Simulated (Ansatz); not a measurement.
**GeH₅O₂P···HCl: density, localisation and related maps**

The calculation's input:

```
crystal:
  periodic: [false, false, false]
  atoms:
    - { symbol: Ge, position_ang: [0.349709, 0.436855, -0.140783] }
    - { symbol: Cl, position_ang: [0.128483, -0.12836, 3.245736] }
    - { symbol: O, position_ang: [1.572855, -0.224202, -1.232293] }
    - { symbol: H, position_ang: [1.430221, -1.091478, -1.577905] }
    - { symbol: O, position_ang: [-0.862379, 1.318618, -1.074577] }
    - { symbol: H, position_ang: [-1.418801, 0.829562, -1.660466] }
    - { symbol: H, position_ang: [-0.3309, -0.747766, 0.5254] }
    - { symbol: P, position_ang: [1.331688, 2.121958, 1.048902] }
    - { symbol: H, position_ang: [2.570789, 1.4787, 1.247689] }
    - { symbol: H, position_ang: [1.707972, 2.850444, -0.096493] }
    - { symbol: H, position_ang: [0.250463, 1.18797, 3.24949] }
basis:
  gaussian: { orbitals: def2-SVP }
hamiltonian:
  xc: hf
relax:
  f_tol: 0.03
  max_steps: 50
output:
  orbitals: {}
```

Launched as:

```sh
ansatz run input.yaml --threads 4 --pin off --max-ram 5120MiB --backend cpu --events-out ev --progress --plain --runs-dir out
```

The fields are those of the run's last geometry, not of the input's.

Method: RHF/def2-SVP in Ansatz 0.2.0.

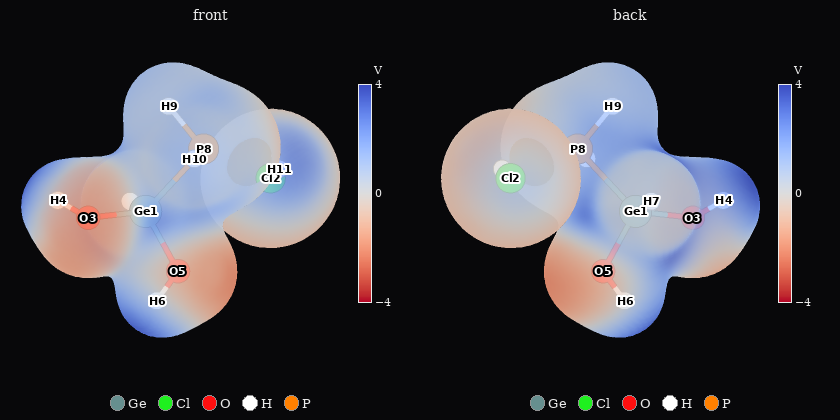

Figure 1. The molecular electrostatic potential painted on the density surface at 0.004 e/bohr³, seen from the front and from behind; red is negative and blue positive.

Q: Describe the electrostatic potential map.

A: The most negative region (about −2.0 V) lies over O5, the most positive (about +3.4 V) over H4. Cl2 shows a σ-hole: about +0.4 V at the tip opposite its bond, against about −0.7 V on its flanks. O5 is the likeliest acceptor of a hydrogen bond.

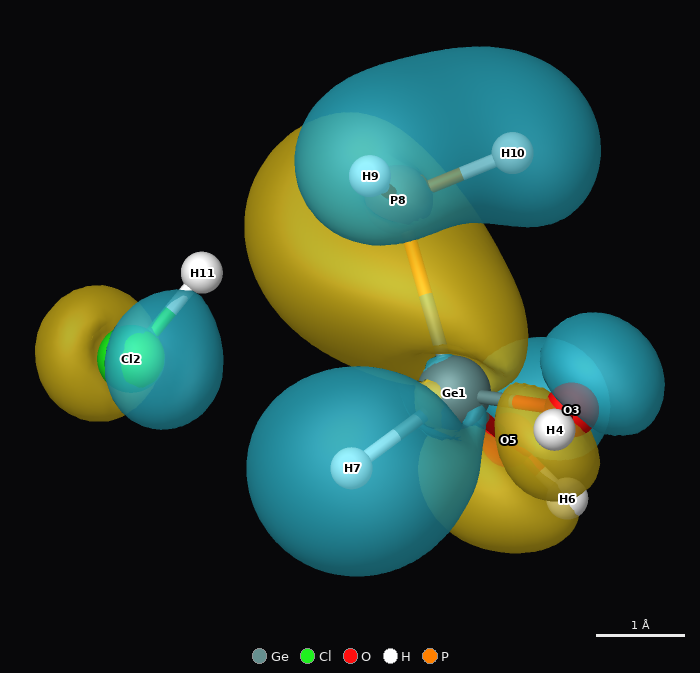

Figure 2. The HOMO−1 at ±0.06 Å⁻³ᐟ² (yellow and cyan are the two phases), seen at an oblique angle.

Q: What is the character of this orbital?

A: It lies mainly on P8 (about 40 %), Ge1 (about 15 %), H7 (about 15 %), O5 (about 10 %) and H10 (about 5 %). Its energy is −12.01 eV.

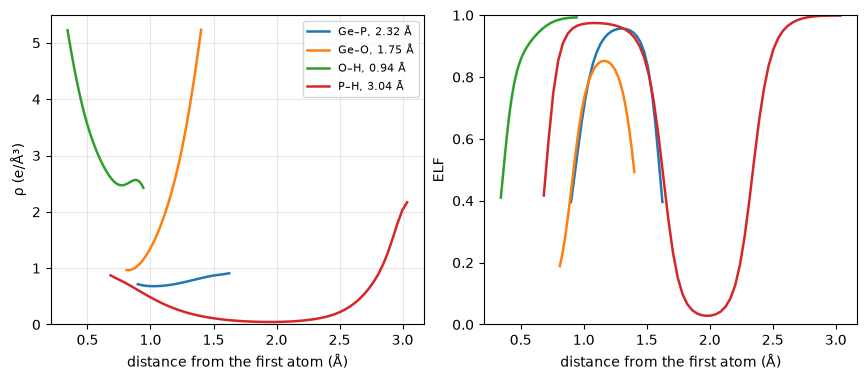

Figure 3. Total electron density and electron localisation function along straight lines between neighbouring atoms. The curves leave out the atomic cores.

Q: What can be read from the curves?

A: Ge–P (2.32 Å): ρ at the midpoint is about 0.7 e/Å³; the ELF peaks at about 0.95 between the atoms: localised, covalent bonding.
Ge–O (1.75 Å): ρ at the midpoint is about 1 e/Å³; the ELF peaks at about 0.85 in the valence shell of O, 0.6 Å from its nucleus, and is about 0.35 at the midpoint.
O–H (0.94 Å): ρ at the midpoint is about 3.8 e/Å³; the ELF climbs to about 1 towards the hydrogen, as it does in any bond to H (a covalent bond by its length).
P8···H11 (3.04 Å): the density falls to about 0.04 e/Å³ on the way; the ELF dips to about 0 between them: a non-bonded, intermolecular contact.
